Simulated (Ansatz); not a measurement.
**PH2 (SMILES [PH2]): levels of theory compared**

Wanted: a comparison of 6 runs (UCAM-B3LYP/3-21G, U-revPBE/6-31G*, UB2PLYP/6-31G*, UPBE0/6-31G*, UMP2/3-21G, UCCSD(T)/6-31G*) of PH2. 

The calculation is run with Ansatz 0.2.0.

46 further runs of the same task are left out: 46 set aside as unsound or not needed.

## Step 1: The structure to begin with

PH2 has 3 atoms, charge 0, and is taken as a doublet. SMILES: `[PH2]`. The H3–P1 distance was set to 2.088 Å, away from the relaxed value. At this shape a bond of the SMILES string is far longer than usual.

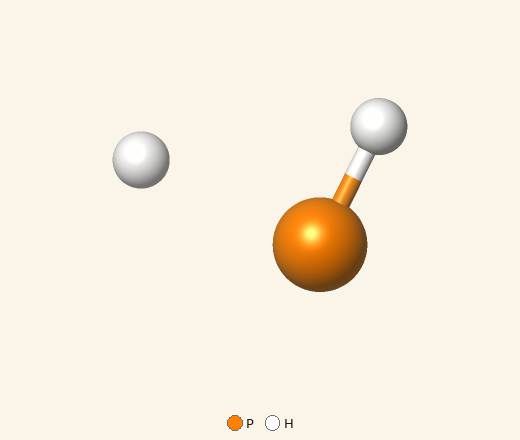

The structure, seen from a chosen angle (phosphorus orange, hydrogen white).

## Step 2: A single-point energy at UCAM-B3LYP/3-21G (run 1)

File run.yaml:

```yaml
crystal:
  periodic: [false, false, false]
  atoms:
    - symbol: P
      position_ang: [1.084717, -0.091807, 0.591583]
    - symbol: H
      position_ang: [0.681757, 1.238303, 0.511323]
    - symbol: H
      position_ang: [-0.625980, -0.724620, -0.425100]
basis:
  gaussian:
    orbitals: 3-21G.json
magnetization:
  spin_polarized: true
  initial_magnetization: 1
hamiltonian:
  xc: {name: CAM-B3LYP}
accuracy: high
```

The basis set 3-21G is read from a file made from the Basis Set Exchange's data (not shown).

Started as:

```
ansatz run run.yaml --threads 1 --pin off --max-ram 2610MiB --events-out events.jsonl --progress --plain --runs-dir runs
```

Output:

```text
Warning: RAYON_NUM_THREADS=1 ignored (pool sized by the plan → 1); use --threads N
Functional definition: CAM-B3LYP
  name "CAM-B3LYP"
  parameter alpha = 0.19
  parameter beta = 0.46
  parameter omega = 0.33/bohr
  parameter ac = 0.81
  exchange = (1 - alpha - beta)*b88_x + beta*b88_x_sr(omega) + alpha*exact_x + beta*exact_x_lr(omega)
  correlation = (1 - ac)*vwn5_c + ac*lyp_c
318 factors; integrals over basis functions are off by at most 3.8e-9 eV
139 factors; integrals over basis functions are off by at most 1.2e-9 eV
mean field evaluation 1: about -9270.4617 eV, gradient 2.7e0 eV
mean field evaluation 2: about -9270.5230 eV, gradient 1.8e0 eV
mean field evaluation 4: about -9270.5563 eV, gradient 2.5e-1 eV
mean field evaluation 8: about -9270.5654 eV, gradient 6.6e-2 eV
mean field evaluation 16: about -9270.5661 eV, gradient 7.3e-5 eV
mean field evaluation 32: about -9270.5661 eV, gradient 1.8e-8 eV
mean field -9270.56611310 eV, -340.6870208408 hartree, gradient 1.8e-8 eV, S^2 0.808987; 2 other end points of the search recorded, 0 dependent functions left out
reference -9270.56612486 eV, -340.6870212732 hartree; 9, 8 occupied and 8, 9 virtual orbitals, 318 factors
Total energy: -9270.56612486 eV, -340.6870212732 hartree
```

It took 1.5 s on 1 thread of Arm Neoverse V1, shared host; peak memory 0.099 GiB.

## Step 3: A single-point energy at U-revPBE/6-31G(d) (spherical functions) (run 2)

File run.yaml:

```yaml
crystal:
  periodic: [false, false, false]
  atoms:
    - {symbol: P, position_ang: [1.084717, -0.091807, 0.591583]}
    - {symbol: H, position_ang: [0.681757, 1.238303, 0.511323]}
    - {symbol: H, position_ang: [-0.625980, -0.724620, -0.425100]}
basis:
  gaussian: {orbitals: 6-31G_st_-spherical.json}
magnetization: {spin_polarized: true, initial_magnetization: 1}
hamiltonian: {xc: {name: revPBE}}
accuracy: high
```

The basis set 6-31G* is read from a file made from the Basis Set Exchange's data (not shown).

Started as:

```
ansatz run run.yaml --threads 1 --pin off --max-ram 2610MiB --events-out events.jsonl --progress --plain --runs-dir runs
```

Output:

```text
Warning: RAYON_NUM_THREADS=1 ignored (pool sized by the plan → 1); use --threads N
Functional definition: revPBE
  name "revPBE"
  parameter kappa = 1.245
  parameter beta = 0.06672455060314922
  exchange = pbe_x(kappa = kappa, mu = beta*pi^2/3)
  correlation = pbe_c(beta = beta)
380 factors; integrals over basis functions are off by at most 3.8e-9 eV
mean field evaluation 1: about -9315.7967 eV, gradient 4.4e0 eV
mean field evaluation 2: about -9315.7839 eV, gradient 4.4e0 eV
mean field evaluation 4: about -9315.9803 eV, gradient 3.7e-1 eV
mean field evaluation 8: about -9315.9770 eV, gradient 3.3e-2 eV
mean field evaluation 16: about -9315.9771 eV, gradient 5.5e-6 eV
mean field -9315.97706190 eV, -342.3558424288 hartree, gradient 2.7e-8 eV, S^2 0.764453; 0 other end points of the search recorded, 0 dependent functions left out
reference -9315.97706467 eV, -342.3558425307 hartree; 9, 8 occupied and 13, 14 virtual orbitals, 380 factors
Total energy: -9315.97706467 eV, -342.3558425307 hartree
```

Run time: 1.2 s. Hardware: 1 thread of Arm Neoverse V1, shared host; peak memory 0.097 GiB.

Run 3 isn't shown in full; the table further down has it.

## Step 4: A single-point energy at UPBE0/6-31G(d) (spherical functions) (run 4)

File in.yaml:

```yaml
crystal:
  periodic: [false, false, false]
  atoms:
    - symbol: P
      position_ang: [1.084717, -0.091807, 0.591583]
    - symbol: H
      position_ang: [0.681757, 1.238303, 0.511323]
    - symbol: H
      position_ang: [-0.625980, -0.724620, -0.425100]
basis:
  gaussian: {orbitals: 6-31G_st_-spherical.json}
magnetization: {spin_polarized: true, initial_magnetization: 1}
hamiltonian: {xc: pbe0}
accuracy: high
```

The basis set 6-31G* is read from a file made from the Basis Set Exchange's data (not shown).

Started as:

```
ansatz run in.yaml --threads 1 --pin off --max-ram 2610MiB --events-out events.jsonl --progress --plain --runs-dir runs
```

Output:

```text
Warning: RAYON_NUM_THREADS=1 ignored (pool sized by the plan → 1); use --threads N
Functional definition: PBE0
  name "PBE0"
  parameter a = 0.25
  parameter kappa = 0.804
  parameter beta = 0.06672455060314922
  exchange = (1 - a)*pbe_x(kappa = kappa, mu = beta*pi^2/3) + a*exact_x
  correlation = pbe_c(beta = beta)
380 factors; integrals over basis functions are off by at most 3.8e-9 eV
mean field evaluation 1: about -9313.7678 eV, gradient 3.4e0 eV
mean field evaluation 2: about -9313.7795 eV, gradient 3.2e0 eV
mean field evaluation 4: about -9313.8916 eV, gradient 2.2e-1 eV
mean field evaluation 8: about -9313.8998 eV, gradient 3.5e-2 eV
mean field evaluation 16: about -9313.9000 eV, gradient 3.2e-5 eV
mean field -9313.89997305 eV, -342.2795108215 hartree, gradient 3.8e-8 eV, S^2 0.783051; 2 other end points of the search recorded, 0 dependent functions left out
reference -9313.89997472 eV, -342.2795108829 hartree; 9, 8 occupied and 13, 14 virtual orbitals, 380 factors
Total energy: -9313.89997472 eV, -342.2795108829 hartree
```

Wall time 1.5 s (1 thread of Arm Neoverse V1, shared host); peak memory 0.098 GiB.

Run 5 isn't shown in full; the table further down has it.

## Step 5: The energy at UCCSD(T)/6-31G(d) (spherical functions) (run 6)

File molecule.yaml:

```yaml
crystal:
  periodic: [false, false, false]
  atoms:
    - {symbol: P, position_ang: [1.084717, -0.091807, 0.591583]}
    - {symbol: H, position_ang: [0.681757, 1.238303, 0.511323]}
    - {symbol: H, position_ang: [-0.625980, -0.724620, -0.425100]}
basis:
  gaussian:
    orbitals: 6-31G_st_-spherical.json
magnetization:
  spin_polarized: true
  initial_magnetization: 1
correlation:
  method: ccsd_t
  frozen_orbitals: {H: 0, P: 5}
accuracy: high
scf:
  omitted_lower_state_checks: [cluster_reference, increment]
```

The basis set 6-31G* is read from a file made from the Basis Set Exchange's data (not shown).

Started as:

```
ansatz run molecule.yaml --threads 1 --pin off --max-ram 2610MiB --events-out events.jsonl --progress --plain --runs-dir runs
```

Output:

```text
Warning: RAYON_NUM_THREADS=1 ignored (pool sized by the plan → 1); use --threads N
[... 13 lines left out ...]
5 core orbitals not correlated: weight in the atoms' cores, before any rotation towards them, 1.000 or more for the frozen orbitals, at most 0.000 for the correlated occupied ones
[... 31 lines left out ...]
Total energy: -9303.58677009 eV, -341.9005076032 hartree
Checks for a lower state left out: cluster_reference, increment
```

Wall time 0.46 s (1 thread of Arm Neoverse V1, shared host).

## Step 6: The series

```
run                                  level  frozen core orbitals  energy (Eh)   ⟨S²⟩  wall time
  1                       UCAM-B3LYP/3-21G                     –  -340.687021  0.809      1.5 s
  2  U-revPBE/6-31G* (spherical functions)                     –  -342.355843  0.764      1.2 s
  3   UB2PLYP/6-31G* (spherical functions)                     5  -342.266990  0.907      1.9 s
  4     UPBE0/6-31G* (spherical functions)                     –  -342.279511  0.783      1.5 s
  5                             UMP2/3-21G                     5  -340.107462  1.258     0.14 s
  6  UCCSD(T)/6-31G* (spherical functions)                     5  -341.900508  1.248     0.46 s
```

## Step 7: Outcome

```
                                          quantity          value
                               run 6: total energy  -341.90051 Eh
run 6: correlation energy (5 core orbitals frozen)     -118.5 mEh
                             run 6: (T) correction      -3.97 mEh
          run 6: ⟨S²⟩ of the reference determinant          1.248
                              run 6: T1 diagnostic          0.079
```

**Reading.** Totals of different functionals can't be ranked against each other. Spin contamination of the reference: run 5 ⟨S²⟩ = 1.26, run 6 ⟨S²⟩ = 1.25, run 3 ⟨S²⟩ = 0.91. All runs together took 6.7 s, the longest 1.9 s.
